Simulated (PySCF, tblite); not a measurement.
# C₆H₁₀B radical: geometry, infrared bands and EPR parameters

Aim: predict the infrared bands and EPR parameters of C₆H₁₀B radical (`[CH2][C@H]1C=C(C)BC1`).

Computed with tblite 0.8.0 and PySCF 2.14.0, with density-fitted response routines of our own, on a single molecule in the gas phase. Atoms are numbered from 0 throughout.

### Step 1. Starting geometry

17 atoms, charge 0, multiplicity 2; geometry from: force field or distance geometry start.

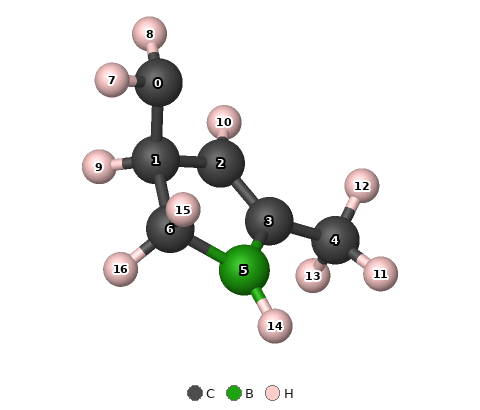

As it starts; carbon dark grey, boron green, hydrogen pink, atoms numbered; sticks join atoms by distance.

### Step 2. Geometry optimisation with GFN2-xTB

The job: settings as JSON, then the geometry in Å.

```
{"job": {"kind": "relax", "xc": "GFN2-xTB", "basis": "xTB"}, "charge": 0, "multiplicity": 2}
C     -1.953700     1.364300     0.519700
C     -1.118500     0.539900    -0.447200
C      0.357300     0.822000    -0.218300
C      1.070500    -0.232100     0.094500
C      2.556500    -0.237700     0.292900
B      0.160500    -1.484500     0.126200
C     -1.295500    -0.976800    -0.199400
H     -3.033600     1.146200     0.377500
H     -1.791000     2.448100     0.344700
H     -1.387600     0.788100    -1.481800
H      0.776400     1.812700    -0.349900
H      2.863400    -1.090600     0.929400
H      2.878300     0.710200     0.780100
H      3.056600    -0.329400    -0.706400
H      0.494300    -2.585600     0.357800
H     -1.967000    -1.201300     0.676600
H     -1.673800    -1.481500    -1.106400
```

On the command line:

```
> OMP_NUM_THREADS=1 python probes_run.py task.json out
```

The driver reads the jobs from task.json and runs them one after another.

What it wrote:

```text
step      E/eV     max force
  0    -518.17329    2.795
  1    -518.37467    1.732
  2    -518.48914    0.710
  3    -518.53990    0.566
  4    -518.57872    0.413
  5    -518.58846    0.460
  6    -518.60351    0.404
  7    -518.61382    0.274
  8    -518.62150    0.192
  9    -518.62682    0.175
 10    -518.63224    0.236
 11    -518.63638    0.199
 12    -518.63869    0.117
 13    -518.64009    0.111
 14    -518.64180    0.120
 15    -518.64389    0.153
 16    -518.64569    0.107
 17    -518.64680    0.078
 18    -518.64761    0.074
 19    -518.64848    0.101
 20    -518.64930    0.081
 21    -518.64984    0.050
 22    -518.65018    0.054
 23    -518.65053    0.060
 24    -518.65096    0.071
 25    -518.65136    0.045
 26    -518.65164    0.037
 27    -518.65190    0.044
 28    -518.65227    0.064
 29    -518.65278    0.073
 30    -518.65328    0.057
 31    -518.65361    0.046
 32    -518.65389    0.050
 33    -518.65427    0.063
 34    -518.65486    0.086
 35    -518.65558    0.084
 36    -518.65622    0.058
 37    -518.65672    0.056
 38    -518.65722    0.061
 39    -518.65787    0.080
 40    -518.65861    0.071
 41    -518.65935    0.071
 42    -518.66011    0.076
 43    -518.66103    0.080
 44    -518.66181    0.075
 45    -518.66246    0.052
 46    -518.66293    0.054
 47    -518.66351    0.061
 48    -518.66413    0.078
 49    -518.66502    0.083
 50    -518.66588    0.085
 51    -518.66664    0.089
 52    -518.66730    0.081
 53    -518.66791    0.085
 54    -518.66868    0.065
 55    -518.66945    0.051
 56    -518.66995    0.070
 57    -518.67107    0.079
 58    -518.67224    0.074
 59    -518.67345    0.076
 60    -518.67245    0.179
 61    -518.67507    0.086
 62    -518.67588    0.084
 63    -518.68054    0.097
 64    -518.68207    0.185
 65    -518.68539    0.134
 66    -518.68786    0.125
 67    -518.68593    0.324
 68    -518.69075    0.169
 69    -518.69174    0.064
 70    -518.69328    0.082
 71    -518.69374    0.062
 72    -518.69441    0.048
 73    -518.69476    0.042
 74    -518.69524    0.039
 75    -518.69556    0.042
 76    -518.69590    0.052
 77    -518.69626    0.058
 78    -518.69672    0.050
 79    -518.69723    0.047
 80    -518.69769    0.042
 81    -518.69809    0.050
 82    -518.69836    0.088
 83    -518.69886    0.052
 84    -518.69939    0.048
 85    -518.70011    0.045
 86    -518.70054    0.058
 87    -518.70093    0.064
 88    -518.70126    0.043
 89    -518.70147    0.033
 90    -518.70169    0.043
 91    -518.70193    0.055
 92    -518.70230    0.060
 93    -518.70265    0.069
 94    -518.70308    0.051
 95    -518.70345    0.055
 96    -518.70391    0.065
 97    -518.70445    0.075
 98    -518.70502    0.072
 99    -518.70567    0.039
100    -518.70593    0.045
101    -518.70618    0.032
102    -518.70631    0.032
103    -518.70641    0.033
104    -518.70647    0.040
105    -518.70655    0.032
106    -518.70667    0.028
107    -518.70679    0.032
108    -518.70692    0.028
109    -518.70706    0.028
110    -518.70725    0.027
111    -518.70743    0.030
112    -518.70757    0.030
113    -518.70769    0.027
114    -518.70782    0.039
115    -518.70757    0.131
116    -518.70802    0.027
117    -518.70809    0.023
118    -518.70827    0.029
119    -518.70833    0.017
120    -518.70842    0.016
121    -518.70844    0.012
122    -518.70845    0.009
```

Wall time 0.54 s (1 thread of Arm Neoverse V2, shared host).

Relaxation path: (not every step is listed)

| step | energy from step 0 (eV) | largest force (eV/Å) |
| --- | --- | --- |
| 0 | 0.0000 | 2.7953 |
| 1 | -0.2014 | 1.7324 |
| 2 | -0.3159 | 0.7102 |
| 3 | -0.3666 | 0.5664 |
| 4 | -0.4054 | 0.4130 |
| 5 | -0.4152 | 0.4597 |
| 6 | -0.4302 | 0.4042 |
| 7 | -0.4405 | 0.2742 |
| 8 | -0.4482 | 0.1917 |
| 18 | -0.4743 | 0.0743 |
| 28 | -0.4790 | 0.0640 |
| 38 | -0.4839 | 0.0614 |
| 48 | -0.4908 | 0.0777 |
| 58 | -0.4990 | 0.0738 |
| 68 | -0.5175 | 0.1685 |
| 78 | -0.5234 | 0.0500 |
| 88 | -0.5280 | 0.0426 |
| 98 | -0.5317 | 0.0716 |
| 108 | -0.5336 | 0.0277 |
| 117 | -0.5348 | 0.0235 |
| 118 | -0.5350 | 0.0287 |
| 119 | -0.5350 | 0.0174 |
| 120 | -0.5351 | 0.0159 |
| 121 | -0.5352 | 0.0118 |
| 122 | -0.5352 | 0.0091 |

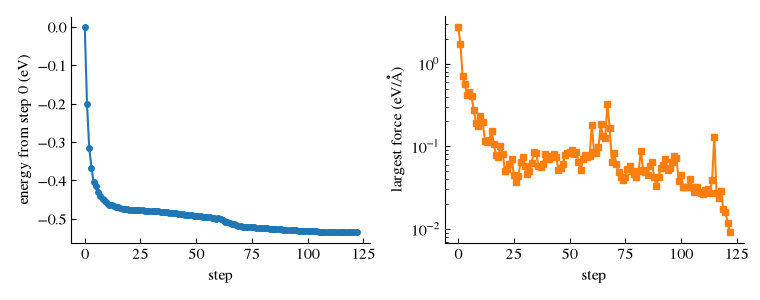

Energy and largest force along the relaxation.

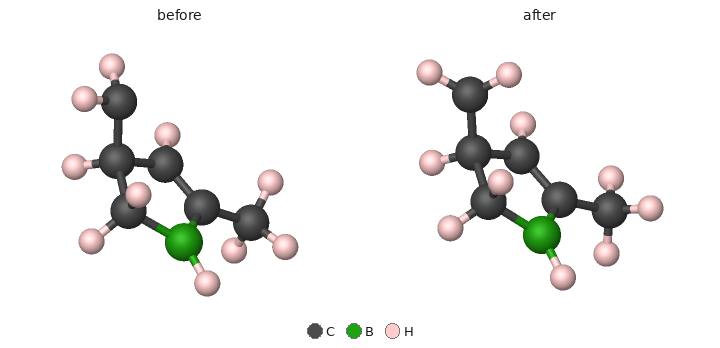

Before and after, at one scale.

Distances of close pairs at the start and the end, largest changes first:

| bond | before (Å) | after (Å) | change (Å) |
| --- | --- | --- | --- |
| C0–C1 | 1.521 | 1.470 | -0.051 |
| C0–H7 | 1.111 | 1.072 | -0.038 |
| C0–H8 | 1.110 | 1.073 | -0.036 |
| C2–C3 | 1.311 | 1.345 | +0.034 |
| C6–H15 | 1.126 | 1.092 | -0.034 |
| C4–H13 | 1.121 | 1.089 | -0.032 |
| C4–H12 | 1.113 | 1.089 | -0.025 |
| C4–H11 | 1.108 | 1.089 | -0.018 |

The final coordinates are the input of the step that follows.

### Step 3. Harmonic vibrations with GFN2-xTB

The job: settings as JSON, then the geometry in Å.

```
{"job": {"kind": "ir", "xc": "GFN2-xTB", "basis": "xTB"}, "charge": 0, "multiplicity": 2}
C     -1.996663     1.386169     0.304798
C     -1.133209     0.530429    -0.521765
C      0.324509     0.811174    -0.287675
C      1.081558    -0.253308     0.031604
C      2.554905    -0.162476     0.285689
B      0.188703    -1.506826     0.058397
C     -1.279575    -0.992010    -0.192351
H     -2.854537     1.886978    -0.099139
H     -1.799941     1.475180     1.356219
H     -1.362844     0.692999    -1.580785
H      0.685078     1.826787    -0.381455
H      2.782419    -0.518100     1.290052
H      2.916861     0.859261     0.184633
H      3.094478    -0.797591    -0.415981
H      0.507403    -2.617257     0.227527
H     -1.883874    -1.105163     0.710574
H     -1.832271    -1.504215    -0.980252
```

What it wrote:

```text
mode    cm-1     km/mol
  1     -50.2      4.78
  2      80.7      2.28
  3     110.0      1.40
  4     157.4      1.46
  5     269.6      2.81
  6     338.5      1.15
  7     367.0      0.71
  8     423.0      2.49
  9     493.3     33.45
 10     548.3      1.31
 11     569.3      0.48
 12     656.6      8.66
 13     781.9    102.72
 14     830.9      0.72
 15     845.2     28.41
 16     857.5     18.11
 17     904.0      3.85
 18     975.4     10.03
 19     998.6     18.72
 20    1024.0      1.24
 21    1057.1      4.91
 22    1066.6     24.23
 23    1078.2     61.28
 24    1168.9      3.29
 25    1187.0     12.30
 26    1207.3     16.59
 27    1226.2      1.63
 28    1273.5      5.17
 29    1306.3     41.13
 30    1399.0      1.17
 31    1402.6      3.87
 32    1445.1     17.18
 33    1480.4      3.80
 34    1487.5      4.40
 35    1613.3     28.08
 36    2664.2    164.60
 37    2910.3     35.52
 38    2962.5     32.83
 39    2993.2     32.61
 40    3003.3     30.41
 41    3016.1     31.85
 42    3020.9     35.69
 43    3053.4     57.58
 44    3128.8     24.31
 45    3168.9     40.06
```

Run time: 0.36 s. Hardware: 1 thread of Arm Neoverse V2, shared host.

Which atoms move in the most intense modes:

| cm⁻¹ | km/mol | atoms |
| --- | --- | --- |
| 782 | 102.7 | B5 26 %, H14 21 %, C6 18 %, H16 10 % |
| 1078 | 61.3 | B5 26 %, C6 12 %, C1 12 % |
| 1306 | 41.1 | C3 49 %, H10 15 %, B5 13 % |
| 2664 | 164.6 | H14 91 % |
| 2910 | 35.5 | H9 92 % |
| 3021 | 35.7 | H12 76 %, H13 10 % |
| 3053 | 57.6 | H10 92 % |
| 3169 | 40.1 | H7 50 %, H8 40 %, C0 10 % |

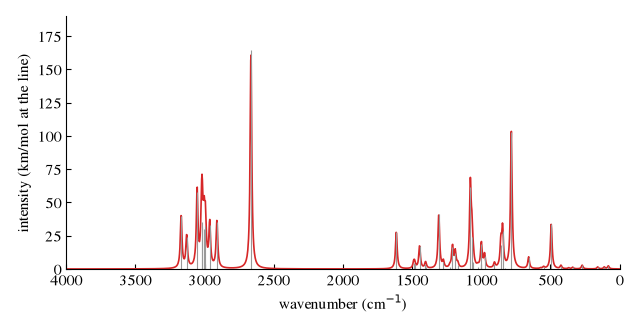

The infrared spectrum from these modes, unscaled. Lines are broadened to a width of 14 cm⁻¹ (Lorentzian).

### Step 4. EPR parameters: B3LYP/pcH-1

Same as in step 3 but for these lines:

```diff
@@ -1,2 +1,2 @@
-{"job": {"kind": "ir", "xc": "GFN2-xTB", "basis": "xTB"}, "charge": 0, "multiplicity": 2}
+{"job": {"kind": "epr", "basis": "pcH-1"}, "charge": 0, "multiplicity": 2}
 C     -1.996663     1.386169     0.304798
```

Method: UKS B3LYP, pcH-1 on B C H, non-relativistic, mean-field spin-orbit, GIAO.

What it wrote:

```text
UKS, coarse grid
  cycle   1  E = -259.38654467  |g| = 3.45e-01
  cycle   2  E = -259.36084820  |g| = 4.13e-01
  cycle   3  E = -259.45174164  |g| = 6.77e-02
  cycle   4  E = -259.45315028  |g| = 4.40e-02
  cycle   5  E = -259.45411452  |g| = 1.02e-02
  cycle   6  E = -259.45417029  |g| = 3.35e-03
  cycle   7  E = -259.45417671  |g| = 9.53e-04
UKS, final grid
  cycle   1  E = -259.45413885  |g| = 9.46e-04
  cycle   2  E = -259.45413866  |g| = 1.18e-03
  cycle   3  E = -259.45413936  |g| = 1.20e-04
  cycle   4  E = -259.45413937  |g| = 9.13e-05
  cycle   5  E = -259.45413937  |g| = 4.63e-05
  cycle   6  E = -259.45413937  |g| = 1.24e-05
E = -259.45413937 Eh   <S^2> = 0.7537 (exact 0.7500)
g shifts (ppm)      1          2          3
  rmc          -144       -144       -144
  gc              6         24         37
  oz_so         -27        548        551
  total        -165        427        443
hyperfine (MHz)  atom isotope    a_iso     a_fc   dipolar eigenvalues
    0   13C      88.30      88.30    -80.58    -79.89    160.47
    1   13C     -31.07     -31.07     -2.22      0.08      2.13
    2   13C      40.87      40.87     -4.05     -3.09      7.14
    3   13C       0.95       0.95     -1.75     -0.66      2.40
    4   13C       1.30       1.30     -0.30     -0.24      0.54
    5   11B       0.95       0.95     -1.47     -0.67      2.14
    6   13C      62.91      62.91     -7.71     -6.79     14.50
    7    1H     -64.02     -64.02    -39.24      0.23     39.01
    8    1H     -62.02     -62.02    -38.73     -0.28     39.01
    9    1H       5.27       5.27     -5.37     -3.93      9.29
   10    1H      -2.16      -2.16     -4.50     -2.32      6.82
   11    1H       2.76       2.76     -0.60     -0.55      1.15
   12    1H       0.07       0.07     -0.79     -0.57      1.35
   13    1H       0.26       0.26     -0.59     -0.54      1.14
   14    1H       5.91       5.91     -1.20     -0.62      1.82
   15    1H       5.32       5.32     -7.82     -1.22      9.04
   16    1H       2.46       2.46     -4.58     -1.61      6.19
```

Run time: 50 s. Hardware: 1 thread of Arm Neoverse V2, shared host; peak memory 1.1 GiB.

Principal g values 2.00215, 2.00275, 2.00276; g(iso) = 2.00255, against 2.00232 for a free electron.

Mean a(iso) over the nuclei that a row names, and the largest dipolar term of the row (other rows stand at the frozen geometry):

| nuclei | isotope | a(iso) (MHz) | a(iso) (G, at g = 2.0023) | largest dipolar term (MHz) |
| --- | --- | --- | --- | --- |
| C0 | 13C | 88.3 | 31.5 | 160.5 |
| H7, H8 | 1H | -63.0 | -22.5 | -39.2 |
| C6 | 13C | 62.9 | 22.4 | 14.5 |
| C2 | 13C | 40.9 | 14.6 | 7.1 |
| C1 | 13C | -31.1 | -11.1 | -2.2 |
| H14 | 1H | 5.9 | 2.1 | 1.8 |
| H15 | 1H | 5.3 | 1.9 | 9.0 |
| H9 | 1H | 5.3 | 1.9 | 9.3 |
| H16 | 1H | 2.5 | 0.9 | 6.2 |
| H10 | 1H | -2.2 | -0.8 | 6.8 |
| C4 | 13C | 1.3 | 0.5 | 0.5 |
| H11, H12, H13 | 1H | 1.0 | 0.4 | 1.4 |
| C3 | 13C | 0.9 | 0.3 | 2.4 |
| B5 | 11B | 0.9 | 0.3 | 2.1 |

Mulliken spin populations:

C0 1.07; C1 -0.09; C2 0.02; C3 0.02; C4 0.00; B5 0.01; C6 0.06; H7 -0.05; H8 -0.05; H9 0.00; H10 0.00; H11 0.00; H12 0.00; H13 0.00; H14 0.00; H15 0.00; H16 0.00

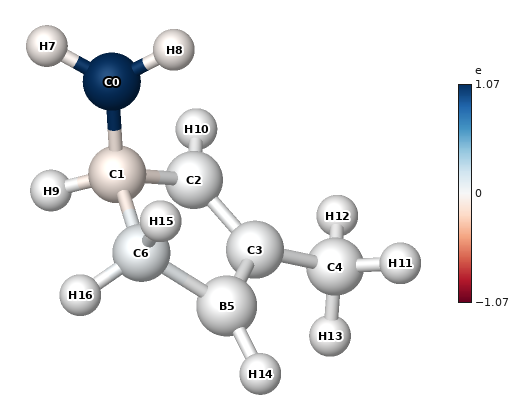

Mulliken spin populations, as colours on the atoms.

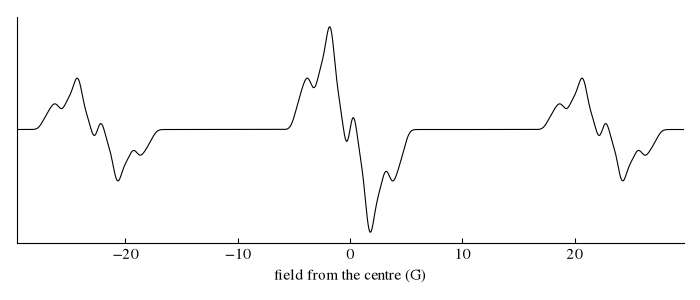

First-order isotropic spectrum (first derivative, main isotopes with spin only, couplings over 0.8 MHz, Gaussian width 0.3 G; couplings of the frozen geometry, rotation of groups not averaged beyond the rows shown).

The fields below are evaluated on a grid from the run's orbitals.

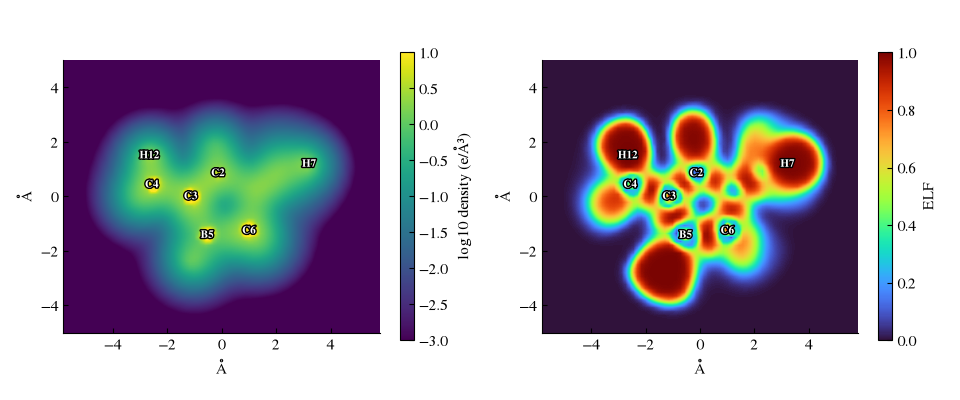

Density (left) and ELF (right) in a plane through or near 7 of the atoms.

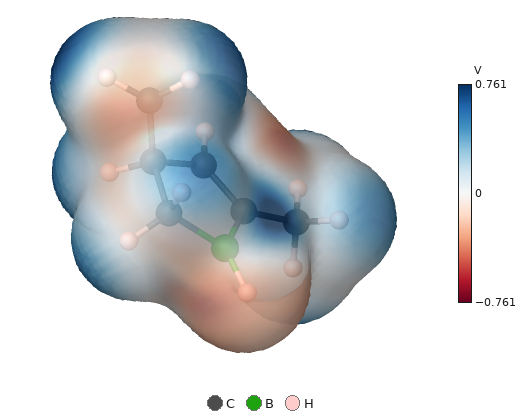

Electrostatic potential on the surface of density 0.002 e/bohr³; red is low, blue high. It runs from -0.36 to 0.76 V.

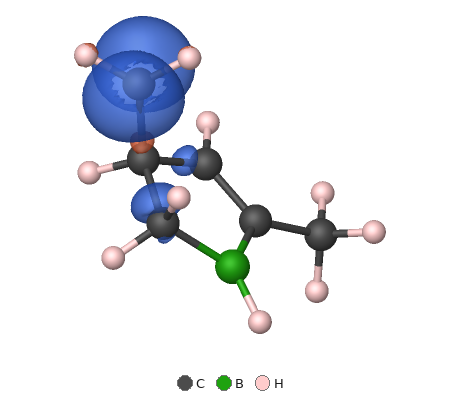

Spin density at ±0.04 e/Å³ (alpha excess blue, beta excess red).

### Step 5. Results

```
                                 quantity                  value
strongest single infrared mode (GFN2-xTB)  2664 cm⁻¹, 165 km/mol
             zero-point energy (GFN2-xTB)          86.6 kcal/mol
                           g(iso) (B3LYP)                2.00255
                                     ⟨S²⟩     0.754 (exact 0.75)
       largest a(iso) (averaged by class)    13C on C0, 88.3 MHz
    surface potential, least and greatest     -0.36 V and 0.76 V
```

What this shows: Relaxing lowered the energy by 0.535 eV in 122 steps; the close pair that moved most is C0–C1, from 1.521 to 1.470 Å. The lowest mode is imaginary (50i cm⁻¹), so the xTB geometry is not a minimum. The strongest single mode, at 2664 cm⁻¹, moves mainly H14. GFN2-xTB is a fitted tight-binding method: band positions and strengths are rough. Its intensities can rank the bands wrongly. Most of the unpaired spin sits on C0 (1.07 e). The isotropic g lies 0.2 ppt above the free-electron value.
